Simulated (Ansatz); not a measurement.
CBLiN (SMILES [Li][B]C#N) (doublet)

Input file:

```
crystal:
  periodic: [false, false, false]
  atoms:
    - {symbol: C, position_ang: [0.000000, 0.000000, -0.969236]}
    - {symbol: B, position_ang: [0.000000, 0.000000, 0.516784]}
    - {symbol: Li, position_ang: [0.000000, 0.000000, 2.590335]}
    - {symbol: "N", position_ang: [0.000000, 0.000000, -2.137884]}
basis:
  gaussian:
    orbitals: def2-TZVPD
magnetization:
  spin_polarized: true
  initial_magnetization: 1
hamiltonian:
  xc: {name: PBE0}
output: {forces: true, orbitals: {seedname: orbitals}}
```

Launched as:

```sh
ansatz run input.yaml --threads 2 --pin off --max-ram 4350MiB --events-out events.jsonl --progress --plain --runs-dir runs
```

Geometry: PBE0-D4/def2-TZVP.

The calculation used isolated molecule in a Gaussian basis; Kohn-Sham density functional theory, functional PBE0 (Ansatz 0.2.0).

> Predict the electron density, electron localisation function and spin density between the atoms.

C–N (1.17 Å): ρ at the midpoint is about 3.6 e/Å³; the ELF peaks at about 0.85 between the atoms (a multiple bond).
C–B (1.49 Å): ρ at the midpoint is about 1.6 e/Å³; the ELF peaks at about 0.95 between the atoms; a covalent bond.
Li–B (2.07 Å): ρ is about 0.41 e/Å³ halfway; the ELF peaks at about 1 in the valence shell of B, 0.9 Å from its nucleus, and is about 0.95 at the midpoint.
The unpaired spin (1 electron) lies mostly on B2 (about 0.6), N4 (about 0.2) and Li3 (about 0.1), in electrons by Hirshfeld's partition.

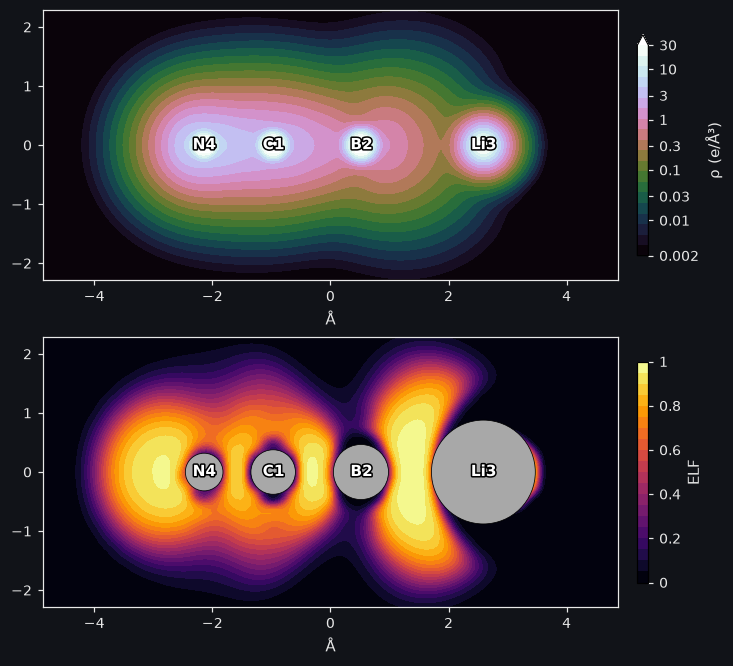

Computed electron density and electron localisation function on a plane that holds the molecular axis, in this order. Grey discs cover the atomic cores in the ELF map. 
